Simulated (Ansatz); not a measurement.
Response to strain in Pd

Base system: Pd in the fcc (Cu type) structure (space group Fm-3m, No. 225).

```cif
data_Pd4
_chemical_formula_sum 'Pd4'
_space_group_name_H-M_alt 'Fm-3m'
_space_group_IT_number 225
_space_group_name_Hall '-F 4 2 3'
_cell_length_a 3.94276
_cell_length_b 3.94276
_cell_length_c 3.94276
_cell_angle_alpha 90.000
_cell_angle_beta 90.000
_cell_angle_gamma 90.000
loop_
_atom_site_label
_atom_site_type_symbol
_atom_site_symmetry_multiplicity
_atom_site_Wyckoff_symbol
_atom_site_fract_x
_atom_site_fract_y
_atom_site_fract_z
_atom_site_occupancy
Pd1 Pd 4 a 0.00000 0.00000 0.00000 1
```
(The calculation used a cell of 1 atom; values per cell refer to that cell.)

Strains are applied to the cell and any free atomic positions relax.

All numbers come from Ansatz (a quantum-chemistry and plane-wave program), PBE, PAW, cutoff 420 eV, no spin-orbit coupling.

Notes on the quantities. energy relative to the base: free energy F.

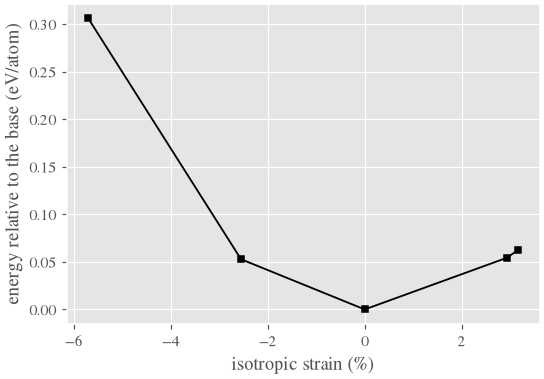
Figure: Energy relative to the base against isotropic strain

Q: From the plot, what is the energy relative to the base for isotropic strain −2.55 %?

A: About 0.05 eV/atom.

Q: Is the trend monotonic over the range shown?

A: No, it turns within the range, spanning 0 meV/atom to +0.306 eV/atom.

Whether these cells are dynamically stable was not tested. The final runs are not spin-polarised. Pd lies near a magnetic instability that expansion can trigger; it was not tested.
